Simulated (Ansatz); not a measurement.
## Amorphous Si$_{30}$N$_{42}$Mg$_{3}$

It comes from a melt-quench run on a machine-learned potential (CHGNet), relaxed afterwards by DFT. N atoms were pushed apart under 1.9 Å during the dynamics, to hinder bonds among them. The hot cell started wider than the set density and was brought back towards it in steps. It is the lowest in DFT energy of 2 quenches. It is a model cell: composition and starting density were chosen by hand, and all elements were melted together. No dispersion term was used.

Methods: PBE, scalar-relativistic without spin-orbit coupling (Ansatz, a quantum-chemistry and plane-wave program); r2SCAN, scalar-relativistic without spin-orbit coupling (Ansatz); HSE06, scalar-relativistic without spin-orbit coupling (Ansatz). Geometry, pressure, stress and energy are those of the PBE run. Its sampling: a 2×2×2 Γ-centred mesh; Fermi-Dirac width 0.02 eV; no spin polarisation. Other functionals are single points at the zone centre (r2SCAN at 500 eV; exact exchange cut at the cell's faces), free to take moments where seeds were set. At PBE the levels at both edges of the gap are localised (band-tail or defect states), and the nearest spread-out levels lie 3.3 eV apart at the zone centre.

The number of atoms in the cell is 75 and the density (held, not predicted) comes out as 2.97 g/cm³. The volume per atom is 11.20 Å³. The pressure on a 2×2×2 Γ-centred mesh comes out as -8.9 kbar and the largest force and stress component on that mesh (the relaxation ran on the zone centre alone) comes out as 0.13 eV/Å and 1.2 GPa. The gap between localised states on a 2×2×2 Γ-centred mesh (PBE) is 2.06 eV and the gap between localised states at the zone centre (PBE) comes out as 2.04 eV. The gap between localised states at the zone centre (r2SCAN) is 2.37 eV and the gap between localised states at the zone centre (HSE06) is 3.28 eV.

Neighbours within Si-Si 2.60 Å, Si-N 2.28 Å, Si-Mg 2.82 Å, N-N 1.70 Å, N-Mg 2.54 Å, Mg-Mg 3.19 Å count as bonded. Two cations that share two anions don't count as bonded, nor two that share one unless they lie closer than Si-Si 2.38 Å, Si-Mg 2.74 Å, Mg-Mg 3.10 Å.

```
Quantity                                                           Value
---------------------------------  -------------------------------------
Mean coordination of Si by anions   4.07 (1 with 3, 26 with 4, 3 with 5)
Mean coordination of N                        3.21 (33 with 3, 9 with 4)
Mean coordination of Mg by anions              4.33 (2 with 4, 1 with 5)
Mean Si-N bond                     1.777 Å (spread 0.081 Å, 122 counted)
Mean N-Mg bond                      2.180 Å (spread 0.112 Å, 13 counted)
```

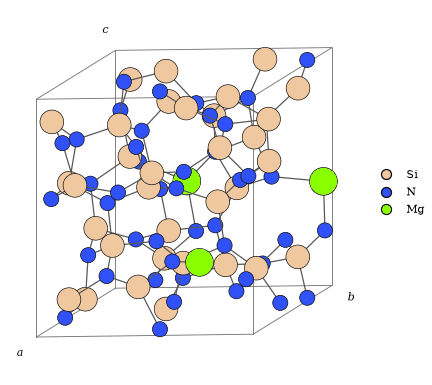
Figure: The relaxed cell

Its density started from a set value of 2.97 g/cm³. The quench (nominally 450 K/ps over its main leg) was far faster than any real one, so the model tends to hold more defects than a real film. Values belong to this one cell and scatter from quench to quench. The volume was held where the preparation left it and the shape relaxed, at a PBE pressure of -0.9 GPa (tension). Stress components on the final sampling reach 1.2 GPa. On a 2×2×2 Γ-centred mesh force components of up to 0.13 eV/Å stay, since the relaxation ran on the zone centre alone.
